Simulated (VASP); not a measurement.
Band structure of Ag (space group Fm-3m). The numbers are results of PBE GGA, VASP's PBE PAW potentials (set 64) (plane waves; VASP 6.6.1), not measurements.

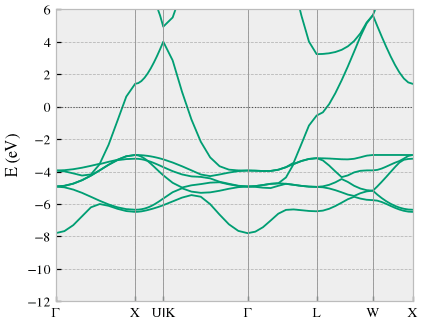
Figure: Bands along high-symmetry lines, zero at the valence-band maximum or, without a gap, the Fermi level

Q: Read the plot: is there a gap, and where are the band edges?

A: It has no gap at this level: it comes out as a metal or semimetal.

The structure comes from a computed database's Ag entry; how it stands against other phases isn't given here. The cell was not relaxed at this level.
